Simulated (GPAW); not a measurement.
**MoS2 (R3m): refractive index against wavelength**

The refractive index of MoS2 (R3m) along x below the direct gap (1.84 eV on the mesh) is read from one computed spectrum, n = √(Re ε). x, y and z are the Cartesian axes of the input cell.

It takes space group R3m (No. 160, trigonal). The conventional cell has a = 3.160 Å, b = 3.160 Å, c = 18.450 Å, α = 90.00°, β = 90.00°, γ = 120.00°. Around Mo on site a lie 6 S at 2.39 Å. S on site a is surrounded by 3 Mo at 2.39 Å. S on site a has 3 Mo at 2.39 Å as nearest neighbours.

Method: GPAW 26.7.0, PBE, RPA, k-mesh 13×13×13, local fields up to 60 eV, Lorentzian half width 0.15 eV.

Launch of the response step: `OMP_NUM_THREADS=1 python df.py`. The run took 22.8 min, its band step included, on 1 thread of Arm Neoverse V2, on a shared host.

```tsv
wavelength (nm)	photon energy E (eV)	n
3000	0.413	3.7241
2000	0.620	3.7594
1550	0.800	3.8044
1310	0.946	3.8526
1064	1.165	?
```

In the single-oscillator model n² − 1 = E₀E_d/(E₀² − E²), so 1/(n² − 1) = E₀/E_d − E²/(E₀E_d) is linear in E².

Working, on the rows shown:

| x = E² (eV²) | y = 1/(n² − 1) |
| --- | --- |
| 0.170801 | 0.0777066 |
| 0.384302 | 0.0761436 |
| 0.639837 | 0.07422 |
| 0.895757 | 0.0722411 |

Means: x̄ = 0.52267, ȳ = 0.075078. Σ(x − x̄)(y − ȳ) = -0.002231, Σ(x − x̄)² = 0.2959. Slope = -0.002231 / 0.2959 = -0.007541; intercept = ȳ − slope · x̄ = 0.079019. Turned back into n, the line misses the rows shown by at most 0.00061.

Q: Predict the last column of the withheld row from the fit.

A: At x = 1.3578 the line gives y = 0.06878, that is 3.9420. The run gave 3.9502, so the extrapolation is off by 0.0082, 4 % of the range in the table.

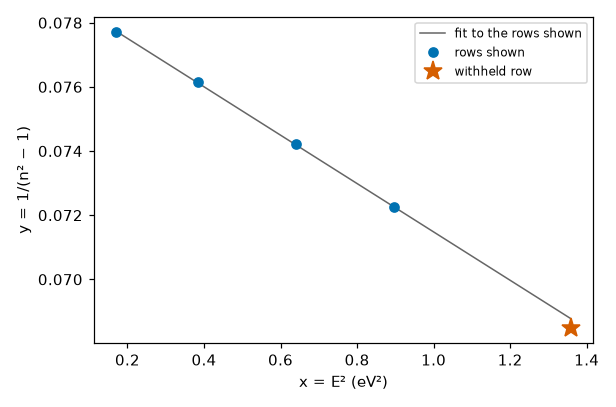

Refitted with all rows, the slope is -0.00778 and the intercept 0.079123. These give E₀ = √(intercept/−slope) = 3.19 eV and E_d = E₀/intercept = 40.3 eV; E₀ is 1.7 times the direct gap. The electronic limit at long wavelengths, without lattice vibrations, is n = √(1 + 1/intercept) = 3.693. Excitons are left out; PBE gaps are as a rule too small. The values come from a sum over the points of one k-mesh and carry its error, which grows as the direct gap shrinks. This version of GPAW has incomplete matrix elements in the optical limit, which can lower ε − 1 by up to a tenth where first-row anions or d states rule. Spin-orbit coupling is left out.

[Logs are printed without paths, hosts, clocks, repeated set-up lines and the standing remarks that a program may print on its own settings, such as how far it seeks lower states.]
